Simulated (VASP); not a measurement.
# A VASP study of BiRh (rev-vdW-DF2): structure first, properties next, part 3 of 5

Wanted: the relaxed cell of BiRh and its properties. The start is a cell from a database of measured crystal structures.

VASP 6.6.1; rev-vdW-DF2; plane waves and PAW (Bi_d, Rh_pv).

Still holding for the runs below: The k-mesh is coarse for a metal.

So far. Step 3 (Second relaxation): It ends with forces that vanish by symmetry and a pressure of -0.02 GPa. The volume moved by only 0.06 %, so the volume is settled. Step 4 (Single point with fields (rev-vdW-DF2)): In this run the pressure is -0.03 GPa, small enough to go on. The relaxed cell has a = 4.145, c = 5.680 Å (conventional setting).

### 5. Band structure (rev-vdW-DF2)

Levels along the symmetry lines show where the bands peak and cross; KPOINTS_OPT computes them in the converged potential.

INCAR reads:

```
SYSTEM = BiRh
PREC = Accurate
ENCUT = 400
EDIFF = 1E-06
NELM = 100
ISMEAR = 1
SIGMA = 0.2
LREAL = .FALSE.
ALGO = Normal
GGA = MK
AGGAC = 0
LUSE_VDW = .TRUE.
PARAM1 = 0.1234
PARAM2 = 0.711357
ZAB_VDW = -1.8867
LASPH = .TRUE.
NBANDS = 45
LORBIT = 11
LWAVE = .FALSE.
LCHARG = .FALSE.
KPAR = 4
```

POSCAR reads:

```
BiRh
1.0
    4.1451876761      0.0000000000      0.0000000000
   -2.0725938381      3.5898378309      0.0000000000
    0.0000000000      0.0000000000      5.6803058231
Bi Rh
2 2
Direct
    0.3333333333      0.6666666667      0.2500000000
    0.6666666667      0.3333333333      0.7500000000
    0.0000000000      0.0000000000      0.0000000000
    0.0000000000      0.0000000000      0.5000000000
```

KPOINTS reads:

```
Automatic mesh
0
Gamma
6 6 4
0 0 0
```

KPOINTS_OPT reads:

```
Line mode
16
Line-mode
Reciprocal
  0.00000000   0.00000000   0.00000000 GAMMA
  0.50000000   0.00000000   0.00000000 M

  0.50000000   0.00000000   0.00000000 M
  0.33333333   0.33333333   0.00000000 K

  0.33333333   0.33333333   0.00000000 K
  0.00000000   0.00000000   0.00000000 GAMMA

  0.00000000   0.00000000   0.00000000 GAMMA
  0.00000000   0.00000000   0.50000000 A

  0.00000000   0.00000000   0.50000000 A
  0.50000000   0.00000000   0.50000000 L

  0.50000000   0.00000000   0.50000000 L
  0.33333333   0.33333333   0.50000000 H

  0.33333333   0.33333333   0.50000000 H
  0.00000000   0.00000000   0.50000000 A

  0.50000000   0.00000000   0.50000000 L
  0.50000000   0.00000000   0.00000000 M

  0.33333333   0.33333333   0.00000000 K
  0.33333333   0.33333333   0.50000000 H
```

PAW data sets: Bi_d and Rh_pv (PBE family, release 64).

Started as:

```bash
$ mpirun -np 4 vasp_std
```

What it wrote:

```text
[... set-up lines as in an earlier step ...]
 entering main loop
       N       E                     dE             d eps       ncg     rms          rms(c)
DAV:   1     0.722113167343E+03    0.72211E+03   -0.27647E+04  1934   0.144E+03
DAV:   2     0.556371046052E+02   -0.66648E+03   -0.63802E+03  1927   0.473E+02
DAV:   3    -0.912851281794E+01   -0.64766E+02   -0.62821E+02  2087   0.151E+02
DAV:   4    -0.115421676741E+02   -0.24137E+01   -0.24067E+01  2228   0.298E+01
DAV:   5    -0.116398322709E+02   -0.97665E-01   -0.97650E-01  2675   0.594E+00    0.810E+00
DAV:   6    -0.113870946671E+02    0.25274E+00   -0.26524E-01  2309   0.426E+00    0.418E+00
DAV:   7    -0.113216256958E+02    0.65469E-01   -0.14164E-01  2421   0.290E+00    0.942E-01
DAV:   8    -0.113170336099E+02    0.45921E-02   -0.27303E-02  2160   0.118E+00    0.300E-01
DAV:   9    -0.113161294742E+02    0.90414E-03   -0.63590E-03  2319   0.677E-01    0.679E-02
DAV:  10    -0.113161176563E+02    0.11818E-04   -0.26929E-04  2374   0.150E-01    0.302E-02
DAV:  11    -0.113161424553E+02   -0.24799E-04   -0.34398E-05  2426   0.356E-02    0.607E-03
DAV:  12    -0.113161424967E+02   -0.41398E-07   -0.26254E-06  1884   0.113E-02
   1 F= -.11316142E+02 E0= -.11315077E+02  d E =-.319503E-02
 Start KPOINTS_OPT (optional k-point list driver)
k-point batch [1-21\144]
       N       E                     dE             ncg
DAV:   1     0.400016058058E+04   -0.16864E+05     1959
DAV:   2    -0.100129468040E+05   -0.14013E+05     1898
DAV:   3    -0.113399111087E+05   -0.13270E+04     2060
DAV:   4    -0.113900835125E+05   -0.50172E+02     2287
DAV:   5    -0.113919922201E+05   -0.19087E+01     2678
DAV:   6    -0.113920243987E+05   -0.32179E-01     2523
DAV:   7    -0.113920252634E+05   -0.86471E-03     2702
DAV:   8    -0.113920252747E+05   -0.11259E-04     2304
DAV:   9    -0.113920252749E+05   -0.27981E-06     1441
[...]
k-point batch [127-144\144]
       N       E                     dE             ncg
DAV:   1     0.796499838395E+04   -0.27858E+05     1689
DAV:   2    -0.410071425865E+04   -0.12066E+05     1636
DAV:   3    -0.529300414272E+04   -0.11923E+04     1782
DAV:   4    -0.533821788627E+04   -0.45214E+02     1908
DAV:   5    -0.534014975579E+04   -0.19319E+01     2347
DAV:   6    -0.534017712739E+04   -0.27372E-01     2132
DAV:   7    -0.534017787137E+04   -0.74398E-03     2363
DAV:   8    -0.534017788158E+04   -0.10212E-04     1895
DAV:   9    -0.534017788184E+04   -0.26032E-06     1275
```

Elapsed: 1.9 min, on 4 MPI ranks of Intel Xeon Platinum 8259CL at 2.50GHz (Skylake/Cascade Lake), shared host; peak memory 1.7 GiB; 6.8 min of CPU time.

From OUTCAR (step 5):

```text
   k-points           NKPTS =     21   k-points in BZ     NKDIM =     21   number of bands    NBANDS=     45

   NELECT =      60.0000    total number of electrons

 E-fermi :   9.5006

 k-point     1 :       0.0000    0.0000    0.0000
  band No.  band energies     occupation
    ...
     24       6.8533      2.00000
     25       7.5479      2.00000
     26       7.5479      2.00000
     27       8.5380      2.00000
     28       8.5380      2.00000
     29      10.7317     -0.00000
     30      10.7317     -0.00000
     31      10.8265     -0.00000
     32      12.6889     -0.00000
     33      12.8520     -0.00000
    ...

Total vdW correction in eV:      8.8350771

  Total       -0.0070197     -0.0070197     -0.0355570      0.0000000      0.0000000      0.0000000
  in kB       -0.1330578     -0.1330578     -0.6739767      0.0000000      0.0000000      0.0000000
  external PRESSURE =      -0.3133641 kB  Pullay stress =       0.0000000 kB

 POSITION                                       TOTAL-FORCE (eV/Angst)
 -----------------------------------------------------------------------------------
     -0.00000      2.39323      1.42008        -0.000000      0.000000      0.000000
      2.07259      1.19661      4.26023         0.000000     -0.000000      0.000000
      0.00000      0.00000      0.00000         0.000000      0.000000      0.000000
      0.00000      0.00000      2.84015         0.000000      0.000000      0.000000
 -----------------------------------------------------------------------------------
    total drift:                                0.000000     -0.000000      0.000000

  FREE ENERGIE OF THE ION-ELECTRON SYSTEM (eV)
  ---------------------------------------------------
  free  energy   TOTEN  =       -11.3161424967 eV

  energy  without entropy=      -11.3129474618  energy(sigma->0) =      -11.31507749

Total vdW correction in eV:      8.8350346

[... 10 parts as in an earlier step ...]

[... 6 further parts left out ...]
```

Spin-orbit coupling is off here; with elements this heavy it splits and shifts levels by tenths of an eV or more.

Numbers from this step:

```
bands    : 45
pressure : -0.03134 GPa
```

Electronic bands along the path, in eV, zero at the Fermi level; # counts the bands kept, so #1 is VASP's band 19:

| point | #9 | #10 | #11 | #12 | #13 | #14 | #15 | #16 |
| --- | --- | --- | --- | --- | --- | --- | --- | --- |
| Γ | -0.96 | -0.96 | 1.23 | 1.23 | 1.33 | 3.19 | 3.35 | 4.32 |
| M | -1.82 | -1.59 | -1.13 | -0.99 | -0.91 | -0.08 | 2.78 | 5.05 |
| K | -1.26 | -1.02 | -1.02 | -0.96 | 0.52 | 0.52 | 1.16 | 1.16 |
| Γ | -0.96 | -0.96 | 1.23 | 1.23 | 1.33 | 3.19 | 3.35 | 4.32 |
| A | -2.01 | -2.01 | -0.35 | -0.35 | 3.25 | 3.25 | 3.25 | 3.25 |
| L | -1.70 | -1.70 | -1.48 | -1.48 | 1.44 | 1.44 | 2.41 | 2.41 |
| H | -1.94 | -1.94 | -0.98 | -0.98 | -0.59 | -0.59 | 4.74 | 4.74 |
| A | -2.01 | -2.01 | -0.35 | -0.35 | 3.25 | 3.25 | 3.25 | 3.25 |
| jump to L | -1.70 | -1.70 | -1.48 | -1.48 | 1.44 | 1.44 | 2.41 | 2.41 |
| M | -1.82 | -1.59 | -1.13 | -0.99 | -0.91 | -0.08 | 2.78 | 5.05 |
| jump to K | -1.26 | -1.02 | -1.02 | -0.96 | 0.52 | 0.52 | 1.16 | 1.16 |
| H | -1.94 | -1.94 | -0.98 | -0.98 | -0.59 | -0.59 | 4.74 | 4.74 |

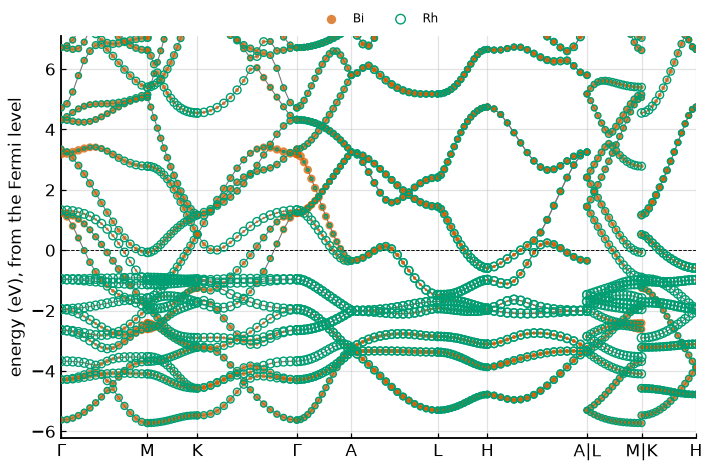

Electronic bands along the path; dots are coloured as in the legend, and their area grows with the weight.

There is no gap at this level.

### 6. Density of states (rev-vdW-DF2)

A density of states needs more k-points than a total energy; ISMEAR = -5 takes tetrahedra, and LORBIT projects the states on the PAW spheres. The mesh is finer than in the run before.

Changes to INCAR since step 5:

```diff
@@ -5,3 +5,3 @@
 NELM = 100
-ISMEAR = 1
+ISMEAR = -5
 SIGMA = 0.2
@@ -21 +21,2 @@
 KPAR = 4
+NEDOS = 2001
```

POSCAR is that of step 5.

KPOINTS reads:

```
Automatic mesh
0
Gamma
8 8 5
0 0 0
```

Started as:

```bash
$ mpirun -np 4 vasp_std
```

What it wrote:

```text
[... set-up lines as in an earlier step ...]
 entering main loop
       N       E                     dE             d eps       ncg     rms          rms(c)
DAV:   1     0.715184850840E+03    0.71518E+03   -0.27874E+04  2800   0.145E+03
DAV:   2     0.538675067100E+02   -0.66132E+03   -0.63492E+03  2713   0.469E+02
DAV:   3    -0.927072457668E+01   -0.63138E+02   -0.61327E+02  2964   0.151E+02
DAV:   4    -0.115637061696E+02   -0.22930E+01   -0.22857E+01  3200   0.291E+01
DAV:   5    -0.116588366886E+02   -0.95131E-01   -0.95151E-01  3863   0.582E+00    0.808E+00
DAV:   6    -0.114029334810E+02    0.25590E+00   -0.26439E-01  3286   0.428E+00    0.418E+00
DAV:   7    -0.113359595204E+02    0.66974E-01   -0.14668E-01  3440   0.292E+00    0.906E-01
DAV:   8    -0.113321223078E+02    0.38372E-02   -0.26397E-02  3097   0.115E+00    0.299E-01
DAV:   9    -0.113311839956E+02    0.93831E-03   -0.62437E-03  3257   0.672E-01    0.661E-02
DAV:  10    -0.113311795297E+02    0.44659E-05   -0.25522E-04  3463   0.144E-01    0.295E-02
DAV:  11    -0.113312083627E+02   -0.28833E-04   -0.32650E-05  3405   0.345E-02    0.601E-03
DAV:  12    -0.113312094916E+02   -0.11289E-05   -0.24604E-06  2684   0.110E-02    0.204E-03
DAV:  13    -0.113312089267E+02    0.56491E-06   -0.33371E-07  2000   0.432E-03
   1 F= -.11331209E+02 E0= -.11331209E+02  d E =0.000000E+00
 -----------------------------------------------------------------------------
|                                                                             |
|           W    W    AA    RRRRR   N    N  II  N    N   GGGG   !!!           |
|           W    W   A  A   R    R  NN   N  II  NN   N  G    G  !!!           |
|           W    W  A    A  R    R  N N  N  II  N N  N  G       !!!           |
|           W WW W  AAAAAA  RRRRR   N  N N  II  N  N N  G  GGG   !            |
|           WW  WW  A    A  R   R   N   NN  II  N   NN  G    G                |
|           W    W  A    A  R    R  N    N  II  N    N   GGGG   !!!           |
|                                                                             |
|     Tetrahedron method does not include variations of the Fermi             |
|     occupations, so forces and stress will be inaccurate. We suggest        |
|     using a different smearing scheme ISMEAR = 1 or 2 for metals in         |
|     relaxations.                                                            |
|                                                                             |
 -----------------------------------------------------------------------------
```

Run time: 70 s. Hardware: 4 MPI ranks; peak memory 1.6 GiB.

OUTCAR, selected parts (step 6):

```text
   k-points           NKPTS =     30   k-points in BZ     NKDIM =     30   number of bands    NBANDS=     45

   NELECT =      60.0000    total number of electrons

 E-fermi :   9.4663

 k-point     1 :       0.0000    0.0000    0.0000
  band No.  band energies     occupation
    ...
     24       6.8601      2.00000
     25       7.5522      2.00000
     26       7.5522      2.00000
     27       8.5471      2.00000
     28       8.5471      2.00000
     29      10.7320      0.00000
     30      10.7320      0.00000
     31      10.8367      0.00000
     32      12.6867      0.00000
     33      12.8528      0.00000
    ...

Total vdW correction in eV:      8.8357648

  Total       -0.1053716     -0.1053716      0.1915403      0.0000000     -0.0000000      0.0000000
  in kB       -1.9972998     -1.9972998      3.6306124      0.0000000     -0.0000000      0.0000000
  external PRESSURE =      -0.1213290 kB  Pullay stress =       0.0000000 kB

 POSITION                                       TOTAL-FORCE (eV/Angst)
 -----------------------------------------------------------------------------------
     -0.00000      2.39323      1.42008         0.000000      0.000000      0.000000
      2.07259      1.19661      4.26023        -0.000000      0.000000      0.000000
      0.00000      0.00000      0.00000         0.000000      0.000000      0.000000
      0.00000      0.00000      2.84015        -0.000000      0.000000      0.000000
 -----------------------------------------------------------------------------------
    total drift:                                0.000000     -0.000000      0.000000

  FREE ENERGIE OF THE ION-ELECTRON SYSTEM (eV)
  ---------------------------------------------------
  free  energy   TOTEN  =       -11.3312089267 eV

  energy  without entropy=      -11.3312089267  energy(sigma->0) =      -11.33120893

Total vdW correction in eV:      8.8357664

[... 7 parts as in an earlier step ...]

[... 9 further parts left out ...]
```

With tetrahedra the forces and stress of a metal are not exact derivatives of the energy.

Numbers from this step:

| Property | Result |
| --- | --- |
| SCF cycles | 13 |
| irreducible k-points | 30 |
| free energy (TOTEN) | -11.33 eV |
| Fermi energy | 9.466 eV |
| pressure | -0.01213 GPa |
| DOS at the Fermi level | 2.583 states/eV/cell |

The density of states has structure finer than the step of the table below, so its rows give means over 1 eV, whole bins alone (the curve runs from -12.0 to 4.74 eV). Peaks (eV: height): total -3.0: 11.1, -2.5: 8.84, -1.8: 12.6, -1.1: 8.46; Rh d -3.0: 7.08, -2.2: 5.74, -1.8: 10.4, -1.1: 6.95; Bi p -4.8: 1.25, -3.5: 0.982, -3.1: 1.25, -2.5: 1.36; Rh p -3.0: 0.252, -2.5: 0.336, -2.1: 0.149, 2.3: 0.173; Rh s -5.3: 0.293, -4.9: 0.333, -3.5: 0.191, -1.7: 0.156.

States under -12.0 eV and over 4.7 eV are left out. The density of states by energy, zero at the Fermi level; means over each step; values in states/eV/cell:

| energy (eV) | total | Rh d | Bi p | Rh p | Rh s | Bi s |
| --- | --- | --- | --- | --- | --- | --- |
| -11 | 2.83 | 0.122 | 0.00844 | 0.0410 | 0.0303 | 1.99 |
| -10 | 0.0623 | 0.00157 | 1.5e-4 | 0.00125 | 3.3e-4 | 0.0459 |
| -9 | 0 | 0 | 0 | 0 | 0 | 0 |
| -8 | 0 | 0 | 0 | 0 | 0 | 0 |
| -7 | 0 | 0 | 0 | 0 | 0 | 0 |
| -6 | 0.0645 | 0.0117 | 0.0149 | 6.0e-4 | 0.00944 | 8.9e-4 |
| -5 | 2.64 | 0.567 | 0.665 | 0.0494 | 0.231 | 0.0316 |
| -4 | 3.80 | 1.86 | 0.709 | 0.0525 | 0.108 | 0.0198 |
| -3 | 5.50 | 3.17 | 0.780 | 0.129 | 0.0639 | 0.0243 |
| -2 | 6.13 | 4.61 | 0.309 | 0.0754 | 0.0600 | 0.0157 |
| -1 | 4.54 | 3.56 | 0.202 | 0.0530 | 0.0748 | 0.0403 |
| 0 | 2.54 | 1.43 | 0.353 | 0.0822 | 0.0662 | 0.0883 |
| 1 | 2.16 | 0.974 | 0.423 | 0.0922 | 0.0376 | 0.112 |
| 2 | 1.54 | 0.482 | 0.425 | 0.0857 | 0.0315 | 0.0597 |
| 3 | 1.80 | 0.507 | 0.558 | 0.0788 | 0.0428 | 0.0533 |
| 4 | 1.28 | 0.334 | 0.485 | 0.0359 | 0.0200 | 0.0201 |

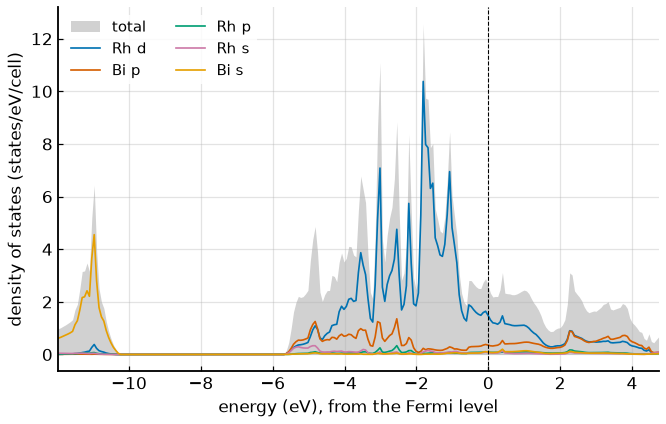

Density of states against energy.

The finer mesh and the other smearing move the Fermi level by -0.03 eV from the 6×6×4 run, a small shift, which tests the Fermi level alone. Of the states within 0.3 eV of the Fermi level, the largest shares in the PAW spheres are Rh d 57 % and Bi p 14 %. The rest lies in smaller channels or between the spheres.

(Continued in part 4 of 5.)

[Lines on the potential files, build, host, timing and source positions are cut from VASP's logs without a mark.]

[Logs are printed without paths, hosts, clocks, repeated set-up lines and the standing remarks that a program may print on its own settings, such as how far it seeks lower states.]

[Hosts, paths, dates, database ids (printed as entryN), source tags and the programs' standing remarks are cut or masked in the printed files.]

[A measured line is paired with the nearest computed mode of its activity, which favours agreement.]
